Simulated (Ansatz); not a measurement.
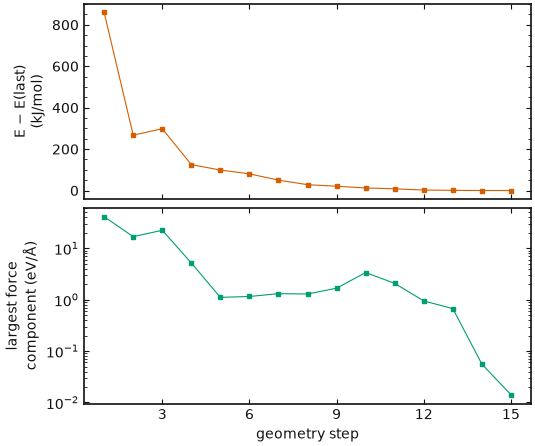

History of a geometry optimisation.

```
crystal:
  periodic: [false, false, false]
  atoms:
    - {symbol: C, position_ang: [0.814440, 0.483440, 1.752165]}
    - {symbol: C, position_ang: [0.000055, 0.151520, 0.256571]}
    - {symbol: Si, position_ang: [-0.723889, -0.003466, -0.837242]}
    - {symbol: H, position_ang: [-1.742059, -0.986518, -0.952739]}
    - {symbol: H, position_ang: [-0.536418, 0.787208, -2.001755]}
    - {symbol: H, position_ang: [1.625963, -0.174478, 1.572789]}
basis:
  gaussian: {orbitals: def2-SVPD}
total_charge: -1
hamiltonian: {xc: pbe, dispersion: d4}
relax: {f_tol: 0.03, max_steps: 250}
```

Command:
```bash
ansatz run in.yaml --threads 2 --pin off --events-out ev --progress --plain --max-ram 4352MiB
```

> How did the optimisation end?

The optimisation met its thresholds at geometry 15, counting the start as the first. The energy fell by about 860 kJ/mol from the first step to the last, with a rise at step 3. The largest force component goes from about 41 eV/Å at the start to 0.014 eV/Å at the end.
